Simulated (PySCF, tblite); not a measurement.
# C₆H₁₂BNSi: geometry, infrared bands and NMR shifts

Wanted: the infrared bands and NMR shifts of C₆H₁₂BNSi (`CC#C[B@@H-](CC)[N+]#C[SiH3]`), by calculation.

The runs use tblite 0.8.0 and PySCF 2.14.0, with density-fitted response routines of our own; the level of theory stands in each step. All values are computed, except where a source is named. Atoms count from 0, in the outputs and in this text.

## (1) Starting geometry

21 atoms, charge 0, multiplicity 1; geometry from: force field or distance geometry start.

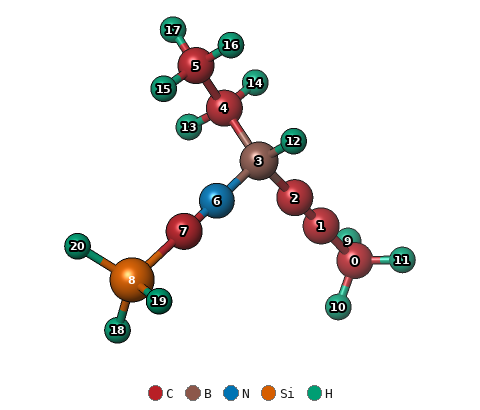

As it starts; carbon red, boron brown, nitrogen blue, silicon orange, hydrogen teal, atoms numbered.

## (2) Optimising the geometry with GFN2-xTB

What the job is given:

```
{"job": {"kind": "relax", "xc": "GFN2-xTB", "basis": "xTB"}, "charge": 0, "multiplicity": 1}
C      3.484800    -2.194500    -0.130100
C      2.366600    -1.266400     0.128200
C      1.470100    -0.515900     0.360900
B      0.291400     0.468600     0.629500
C      0.460200     1.792300    -0.248200
C     -0.554000     2.871000     0.128300
N     -0.992600    -0.209800     0.307100
C     -1.988000    -0.729800     0.060000
Si    -3.559300    -1.554100    -0.344500
H      4.165800    -1.734700    -0.859400
H      3.072400    -3.142400    -0.542800
H      4.017500    -2.402400     0.816200
H      0.297100     0.747300     1.805700
H      0.335000     1.537700    -1.332300
H      1.483700     2.208100    -0.114800
H     -1.590000     2.512900    -0.020800
H     -0.421600     3.163100     1.199900
H     -0.388100     3.766600    -0.498200
H     -3.326400    -2.602700    -1.335800
H     -4.126900    -2.143500     0.879800
H     -4.506600    -0.554300    -0.889000
```

The run is started by

```bash
> OMP_NUM_THREADS=1 python probes_run.py task.json out
```

One launch serves the whole session: the jobs run in the order shown.

The program printed:

```text
step      E/eV     max force
  0    -673.34360    1.809
  1    -673.40797    3.512
  2    -673.48192    0.872
  3    -673.50295    0.279
  4    -673.51180    0.272
  5    -673.51990    0.718
  6    -673.52253    0.751
  7    -673.52861    0.188
  8    -673.53310    0.195
  9    -673.53631    0.270
 10    -673.53814    0.155
 11    -673.53955    0.077
 12    -673.54098    0.154
 13    -673.54251    0.195
 14    -673.54375    0.137
 15    -673.54454    0.057
 16    -673.54503    0.060
 17    -673.54541    0.066
 18    -673.54576    0.047
 19    -673.54604    0.034
 20    -673.54624    0.048
 21    -673.54639    0.053
 22    -673.54654    0.042
 23    -673.54671    0.036
 24    -673.54688    0.037
 25    -673.54702    0.031
 26    -673.54715    0.037
 27    -673.54731    0.038
 28    -673.54751    0.053
 29    -673.54772    0.048
 30    -673.54790    0.034
 31    -673.54803    0.025
 32    -673.54817    0.039
 33    -673.54837    0.052
 34    -673.54861    0.048
 35    -673.54887    0.036
 36    -673.54913    0.041
 37    -673.54940    0.049
 38    -673.54973    0.050
 39    -673.55006    0.047
 40    -673.55036    0.040
 41    -673.55063    0.040
 42    -673.55095    0.055
 43    -673.55138    0.060
 44    -673.55188    0.073
 45    -673.55239    0.076
 46    -673.55285    0.058
 47    -673.55327    0.053
 48    -673.55364    0.044
 49    -673.55395    0.052
 50    -673.55421    0.045
 51    -673.55448    0.045
 52    -673.55475    0.041
 53    -673.55496    0.038
 54    -673.55509    0.032
 55    -673.55516    0.023
 56    -673.55522    0.021
 57    -673.55528    0.019
 58    -673.55534    0.024
 59    -673.55539    0.019
 60    -673.55543    0.017
 61    -673.55546    0.013
 62    -673.55550    0.014
 63    -673.55554    0.021
 64    -673.55560    0.019
 65    -673.55564    0.014
 66    -673.55567    0.012
 67    -673.55570    0.010
 68    -673.55572    0.012
 69    -673.55573    0.010
```

Wall time 0.99 s (1 thread of Arm Neoverse N1, shared host); peak memory 0.18 GiB.

Step by step: (not every step is listed)

| step | energy from step 0 (eV) | largest force (eV/Å) |
| --- | --- | --- |
| 0 | 0.0000 | 1.8092 |
| 1 | -0.0644 | 3.5120 |
| 2 | -0.1383 | 0.8716 |
| 3 | -0.1594 | 0.2792 |
| 4 | -0.1682 | 0.2721 |
| 5 | -0.1763 | 0.7182 |
| 6 | -0.1789 | 0.7512 |
| 7 | -0.1850 | 0.1876 |
| 8 | -0.1895 | 0.1952 |
| 13 | -0.1989 | 0.1951 |
| 18 | -0.2022 | 0.0469 |
| 23 | -0.2031 | 0.0359 |
| 28 | -0.2039 | 0.0533 |
| 33 | -0.2048 | 0.0517 |
| 38 | -0.2061 | 0.0501 |
| 43 | -0.2078 | 0.0595 |
| 48 | -0.2100 | 0.0444 |
| 53 | -0.2114 | 0.0382 |
| 58 | -0.2117 | 0.0237 |
| 63 | -0.2119 | 0.0210 |
| 64 | -0.2120 | 0.0188 |
| 65 | -0.2120 | 0.0136 |
| 66 | -0.2121 | 0.0117 |
| 67 | -0.2121 | 0.0105 |
| 68 | -0.2121 | 0.0119 |
| 69 | -0.2121 | 0.0100 |

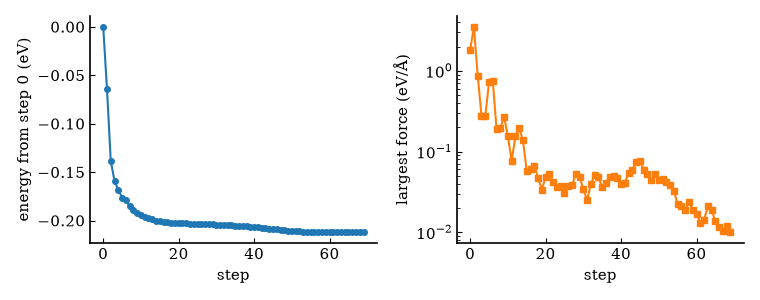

Energy and force, step by step.

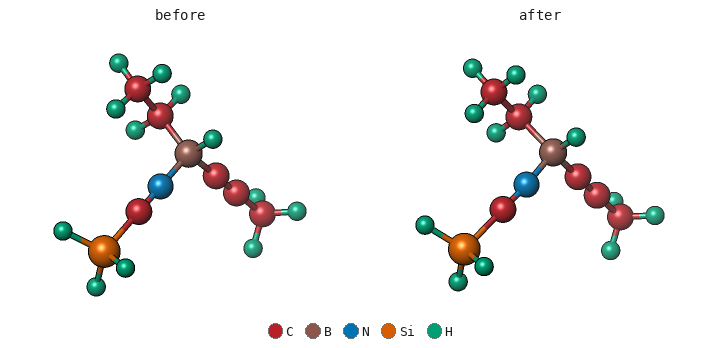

The geometry before (left) and after (right).

Close pairs (by a distance rule), those that changed most:

```
  bond  before (Å)  after (Å)  change (Å)
 B3–C4       1.597      1.655      +0.058
C7–Si8       1.820      1.858      +0.038
 B3–N6       1.488      1.457      -0.030
C5–H16       1.119      1.088      -0.030
C4–H13       1.121      1.092      -0.028
 C0–C1       1.476      1.452      -0.024
C0–H10       1.113      1.091      -0.022
C4–H14       1.113      1.091      -0.022
```

The final coordinates are the input of the step that follows.

## (3) Harmonic vibrations with GFN2-xTB

What the job is given:

```
{"job": {"kind": "ir", "xc": "GFN2-xTB", "basis": "xTB"}, "charge": 0, "multiplicity": 1}
C      3.427240    -2.252259    -0.172967
C      2.358922    -1.324999     0.154899
C      1.488498    -0.542537     0.428417
B      0.369925     0.484592     0.776003
C      0.400829     1.792980    -0.236594
C     -0.671517     2.831495     0.071669
N     -0.890066    -0.191964     0.497049
C     -1.879550    -0.689056     0.171999
Si    -3.470056    -1.477692    -0.377330
H      4.099037    -1.806894    -0.908068
H      3.012156    -3.171472    -0.589301
H      4.000476    -2.499947     0.721393
H      0.359691     0.795148     1.927729
H      0.298796     1.468655    -1.274784
H      1.383953     2.256158    -0.142364
H     -1.669837     2.407996    -0.042033
H     -0.572085     3.192238     1.093560
H     -0.590996     3.687776    -0.599040
H     -3.103117    -2.468362    -1.385438
H     -4.073887    -2.077888     0.810278
H     -4.287332    -0.397027    -0.925550
```

The program printed:

```text
mode    cm-1     km/mol
  1     -24.8      0.01
  2      20.1      0.01
  3      27.7      1.74
  4      51.2      0.75
  5      72.1      0.45
  6      79.4      0.69
  7     140.4      1.15
  8     177.5      0.57
  9     222.2      5.25
 10     235.4      1.89
 11     254.5      0.06
 12     291.1      1.28
 13     310.5      1.98
 14     365.3      1.57
 15     393.8     26.26
 16     427.9      0.83
 17     527.7     65.96
 18     531.9     73.21
 19     557.1     42.73
 20     722.6     34.65
 21     761.0    192.49
 22     762.6    329.19
 23     765.5    153.77
 24     771.4    318.28
 25     827.2      7.73
 26     926.6      1.19
 27     932.2      5.47
 28     977.0     34.42
 29    1023.1      3.89
 30    1027.9      6.68
 31    1033.3     12.53
 32    1052.6      5.18
 33    1083.7      3.93
 34    1142.8      0.59
 35    1250.3      3.49
 36    1280.4     41.97
 37    1389.7      1.12
 38    1414.0      0.05
 39    1468.0      2.35
 40    1469.4      3.75
 41    1498.0      4.42
 42    1512.9      0.78
 43    1515.9      0.39
 44    2276.6    893.72
 45    2291.0    338.46
 46    2297.4    220.50
 47    2306.3     90.15
 48    2357.3     33.85
 49    2416.1    161.48
 50    2961.3     50.26
 51    2982.1     19.39
 52    2982.6     31.09
 53    2985.2     34.88
 54    2992.4    102.96
 55    2995.6     73.88
 56    2999.6     67.66
 57    3025.9     49.57
```

Wall time 1.6 s (1 thread of Arm Neoverse N1, shared host); peak memory 0.18 GiB.

Which atoms move in the most intense modes:

| cm⁻¹ | km/mol | atoms |
| --- | --- | --- |
| 761 | 192.5 | H18 52 %, H20 25 %, H19 10 % |
| 763 | 329.2 | H18 22 %, H19 20 %, B3 12 % |
| 766 | 153.8 | H19 43 %, H20 38 % |
| 771 | 318.3 | H20 21 %, H19 19 % |
| 2277 | 893.7 | C7 46 %, N6 37 % |
| 2291 | 338.5 | H20 62 %, H19 32 % |
| 2297 | 220.5 | H19 52 %, H20 20 %, H18 18 % |
| 2416 | 161.5 | H12 92 % |

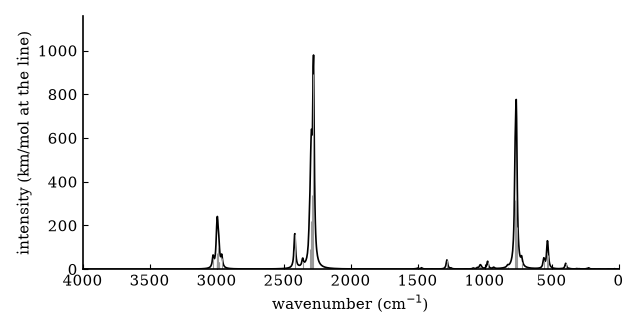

The infrared spectrum from these modes, unscaled. Lines are broadened to a width of 14 cm⁻¹ (Lorentzian).

## (4) NMR shieldings: PBE0/pcSseg-1

Same as in step 3 but for these lines:

```diff
@@ -1,2 +1,2 @@
-{"job": {"kind": "ir", "xc": "GFN2-xTB", "basis": "xTB"}, "charge": 0, "multiplicity": 1}
+{"job": {"kind": "nmr", "xc": "PBE0", "basis": "pcSseg-1"}, "charge": 0, "multiplicity": 1}
 C      3.427240    -2.252259    -0.172967
```

With the program's defaults for keys left out, this is: GIAO PBE0/pcSseg-1 NMR shielding, non-relativistic, gas phase.

The program printed:

```text
coarse grid: 17728 points
cycle   1  E = -604.1458705435  dE =  9.658e-01  |g| = 6.273e-01  |ddm| = 4.197e+00
cycle   2  E = -603.8133562237  dE =  3.325e-01  |g| = 1.269e+00  |ddm| = 1.952e+00
cycle   3  E = -604.2541854374  dE = -4.408e-01  |g| = 2.427e-01  |ddm| = 1.354e+00
cycle   4  E = -604.2664398719  dE = -1.225e-02  |g| = 8.777e-02  |ddm| = 2.349e-01
cycle   5  E = -604.2678705300  dE = -1.431e-03  |g| = 3.363e-02  |ddm| = 8.756e-02
cycle   6  E = -604.2681679368  dE = -2.974e-04  |g| = 4.771e-03  |ddm| = 3.298e-02
cycle   7  E = -604.2681720644  dE = -4.128e-06  |g| = 2.528e-03  |ddm| = 4.988e-03
final grid: 165840 points
cycle   8  E = -604.3187795089  dE = -4.488e-05  |g| = 8.392e-03  |ddm| = 3.927e-02
cycle   9  E = -604.3187631373  dE =  1.637e-05  |g| = 1.168e-02  |ddm| = 1.741e-02
cycle  10  E = -604.3187955013  dE = -3.236e-05  |g| = 3.261e-03  |ddm| = 1.055e-02
cycle  11  E = -604.3187980581  dE = -2.557e-06  |g| = 5.653e-04  |ddm| = 2.586e-03
cycle  12  E = -604.3187981084  dE = -5.038e-08  |g| = 3.121e-04  |ddm| = 5.137e-04
cycle  13  E = -604.3187981279  dE = -1.946e-08  |g| = 8.268e-05  |ddm| = 2.183e-04
cycle  14  E = -604.3187981296  dE = -1.676e-09  |g| = 1.718e-05  |ddm| = 9.095e-05
cycle  15  E = -604.3187981297  dE = -7.117e-11  |g| = 4.064e-06  |ddm| = 1.984e-05
converged SCF energy = -604.3187981297

GIAO shielding tensors (ppm)
atom      isotropic    diamagn.    paramagn.     s11        s22        s33       span
  0 C      180.712     251.894     -71.183    173.313    173.409    195.413     22.100
  1 C       89.573     278.152    -188.579      4.993      8.169    255.558    250.565
  2 C       90.155     259.219    -169.064     -4.068      0.382    274.150    278.219
  3 B      133.413     190.951     -57.538    123.193    136.258    140.787     17.594
  4 C      159.654     250.924     -91.270    153.348    154.340    171.273     17.925
  5 C      171.691     246.802     -75.112    159.365    169.064    186.643     27.279
  6 N      -20.007     331.708    -351.715   -203.510   -185.483    328.972    532.482
  7 C       66.600     271.436    -204.836    -19.226    -14.009    233.034    252.260
  8 Si     446.492     880.296    -433.804    445.093    445.669    448.714      3.621
  9 H       29.717      29.018       0.699     24.460     28.287     36.403     11.943
 10 H       29.861      30.636      -0.775     24.655     28.569     36.360     11.705
 11 H       29.724      26.955       2.769     24.549     27.990     36.634     12.085
 12 H       29.405      31.232      -1.827     27.331     29.056     31.829      4.498
 13 H       31.137      34.809      -3.672     27.443     30.760     35.207      7.765
 14 H       30.518      32.191      -1.674     25.431     30.369     35.753     10.322
 15 H       30.960      31.816      -0.856     26.263     31.008     35.609      9.346
 16 H       30.768      29.412       1.356     26.671     28.574     37.059     10.388
 17 H       30.406      28.401       2.006     25.567     27.745     37.906     12.339
 18 H       27.267      28.877      -1.610     23.713     26.029     32.059      8.345
 19 H       27.283      27.484      -0.201     23.723     25.636     32.490      8.766
 20 H       27.232      28.127      -0.895     23.474     26.163     32.061      8.587
```

It took 1.9 min on 1 thread of Arm Neoverse N1, shared host; peak memory 1 GiB.

The references, computed at this level on geometries of the same kind, shield at (ppm): 1H TMS 31.72, 13C TMS 186.9, 29Si TMS 349.2, 15N NH3 267.7, 11B BF3·OEt2 100.1. Their shielding less the atom's gives the shift. The references are single molecules in the gas phase, so shifts against H2O, NH3, PH3, H3PO4 or CFCl3 are not on the usual liquid scales and can be off by tens of ppm. Atoms listed in one row are averaged.

| atoms | environment | σ (ppm) | δ (ppm) | δ scaled to CDCl3 |
| --- | --- | --- | --- | --- |
| C7 | nitrilium-type carbon | 66.6 | 120.3 | 115.5 |
| C1 | alkyne carbon | 89.6 | 97.4 | 93.1 |
| C2 | alkyne carbon | 90.2 | 96.8 | 92.5 |
| C4 | sp3 CH2 bonded to B | 159.7 | 27.3 | 24.7 |
| C5 | methyl carbon | 171.7 | 15.2 | 13.0 |
| C0 | propargylic methyl carbon | 180.7 | 6.2 | 4.1 |
| H18, H19, H20 | hydrogen on a silicon bonded to C | 27.26 | 4.46 | – |
| H12 | hydrogen on a boron bonded to 2 C, N | 29.41 | 2.31 | – |
| H9, H10, H11 | hydrogen on a propargylic methyl carbon | 29.77 | 1.95 | 1.94 |
| H14 | hydrogen on an sp3 CH2 bonded to B | 30.52 | 1.20 | 1.24 |
| H15, H16, H17 | hydrogen on a methyl carbon | 30.71 | 1.01 | 1.05 |
| H13 | hydrogen on an sp3 CH2 bonded to B | 31.14 | 0.58 | 0.65 |
| B3 | boron bonded to 2 C, N, H | 133.4 | -33.3 | – |
| N6 | donor nitrogen of a Lewis adduct | -20.0 | 287.7 | – |
| Si8 | silicon bonded to C, 3 H | 446.5 | -97.3 | – |

The scaled column applies a straight-line fit of computed shieldings to shifts measured in CDCl3 (root-mean-square error 0.16 ppm for H, 1.9 ppm for C).

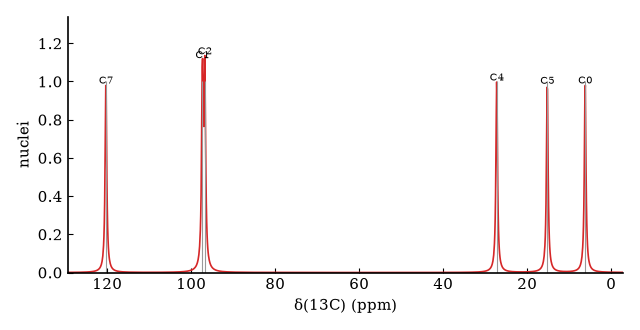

13C lines at the computed shifts, without couplings. Lines are broadened to a width of 0.46 ppm (Lorentzian).

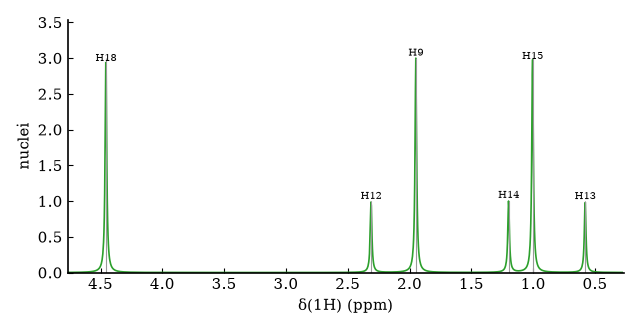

1H lines at the computed shifts, without couplings. Lines are broadened to a width of 0.02 ppm (Lorentzian).

Charges from the same density, by scheme (e):

```
atoms  Mulliken    IAO  Hirshfeld  ESP fit
   C0     -0.17  -0.43      -0.10    -0.55
   C1     -0.36  -0.08      -0.08     0.26
   C2     -0.16  -0.15      -0.15    -0.67
   B3      0.29  -0.12       0.01     0.53
   C4     -0.44  -0.35      -0.13    -0.10
   C5     -0.28  -0.41      -0.13    -0.19
   N6     -0.18   0.09       0.03    -0.13
   C7     -0.03  -0.09       0.06     0.09
  Si8      0.59   0.65       0.41     0.44
```

IAO charges:

C0 -0.43; C1 -0.08; C2 -0.15; B3 -0.12; C4 -0.35; C5 -0.41; N6 0.09; C7 -0.09; Si8 0.65; H9 0.16; H10 0.16; H11 0.16; H12 0.02; H13 0.12; H14 0.14; H15 0.11; H16 0.13; H17 0.13; H18 -0.08; H19 -0.08; H20 -0.08

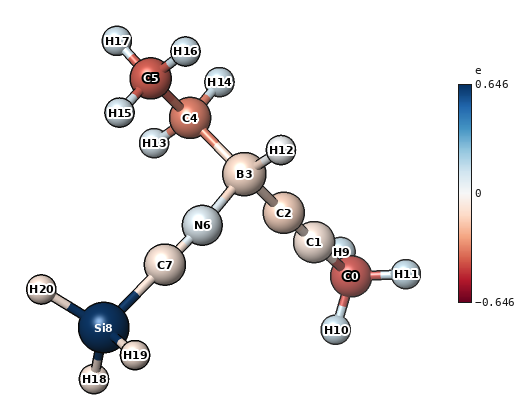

IAO charges, as colours on the atoms.

Mayer bond orders: C0–C1 1.17, C1–C2 2.65, C2–B3 0.93, B3–C4 0.85, C4–C5 1.06, B3–N6 0.71, N6–C7 2.58, C7–Si8 0.81.

Orbitals, density, ELF and potential are computed afterwards from the orbital file.

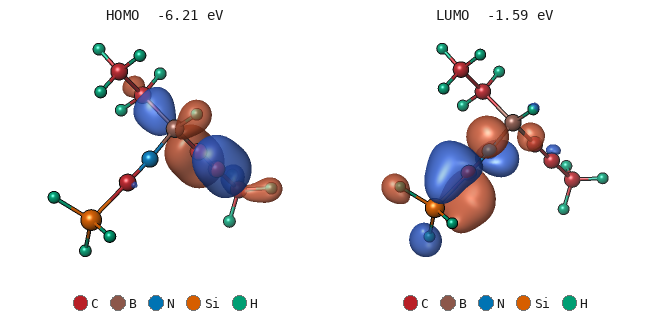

Frontier orbitals at PBE0/pcSseg-1; each surface holds 70 % of the orbital's density, blue and red mark the sign.

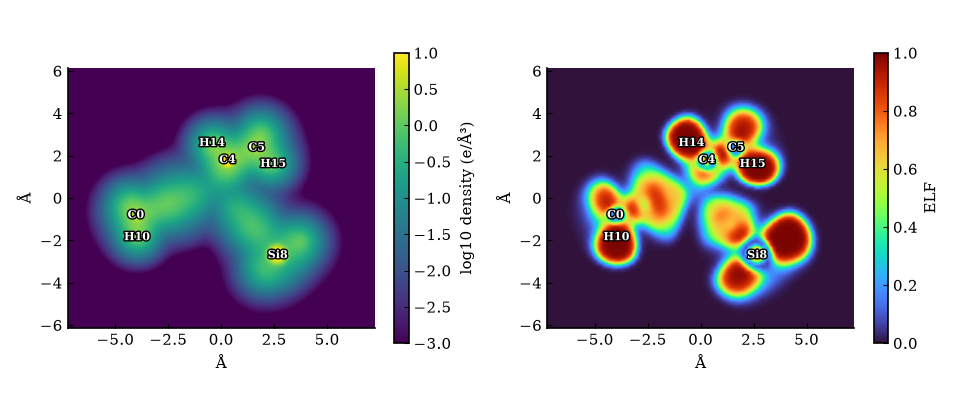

Density (left) and ELF (right) in a plane through or near 7 of the atoms.

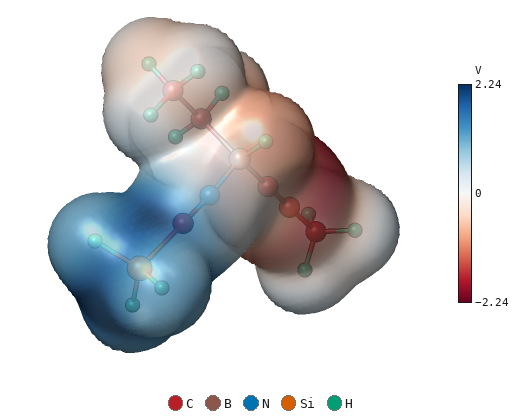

The potential that a unit positive charge feels on the 0.002 e/bohr³ surface, from -1.72 V near C2 to 2.24 V near H20.

## (5) Results

| quantity | value |
| --- | --- |
| strongest single infrared mode (GFN2-xTB) | 2277 cm⁻¹, 894 km/mol |
| zero-point energy (GFN2-xTB) | 98.9 kcal/mol |
| 13C shifts against TMS (PBE0/pcSseg-1) | 120.3, 97.4, 96.8, 27.3, 15.2, 6.2 ppm |
| 1H shifts against TMS (PBE0/pcSseg-1, means over atoms taken as alike) | 4.46, 2.31, 1.95, 1.20, 1.01, 0.58 ppm |
| 11B shifts against BF3·OEt2 (PBE0/pcSseg-1) | -33.3 ppm |
| 15N shifts against NH3 (PBE0/pcSseg-1) | 287.7 ppm |
| 29Si shifts against TMS (PBE0/pcSseg-1) | -97.3 ppm |
| surface potential, least and greatest | -1.72 V and 2.24 V |

In words: Relaxing lowered the energy by 0.212 eV in 69 steps; the close pair that moved most is B3–C4, from 1.597 to 1.655 Å. The lowest mode is imaginary (25i cm⁻¹), so the xTB geometry is not a minimum. The strongest single mode, at 2277 cm⁻¹, moves mainly C7 and N6. Unscaled tight-binding wavenumbers are off by several per cent, some by more. Its intensities can rank the bands wrongly. At PBE0/pcSseg-1: Shielding is most anisotropic at N6 (span 532 ppm, paramagnetic term -352 ppm). At PBE0/pcSseg-1, counted by nearest atom on the grid, the HOMO lies on C1, C2 about 33 % each; C4 8 %, the LUMO on C7 36 %; N6 26 %.
